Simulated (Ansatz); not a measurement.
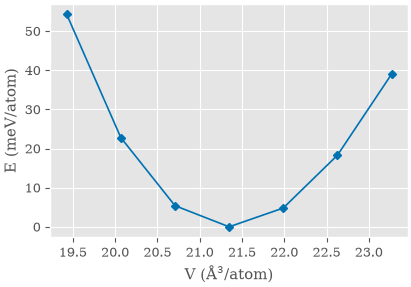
Figure. SiGe in space group Pmma (No. 51; Si on 2e, Ge on 2f) under volume change, plane-wave PAW r²SCAN (Ansatz code), shape and atoms relaxed at each volume.

### Question
What does a third-order Birch–Murnaghan fit give for V₀, B₀ and B′?

### Answer
V₀ = 21.35 Å³/atom, B₀ = 84.6 GPa, B′ = 4.5.

The start of the workflow was typed in or built on a structure type; neither database checked (COD, Materials Project) lists it. Whether it is the stable phase at ambient conditions was not checked. Symmetry was held in the r²SCAN relaxation; whether a distortion lowers the energy is not shown.

Potentials: the earlier of the program's two PAW sets.
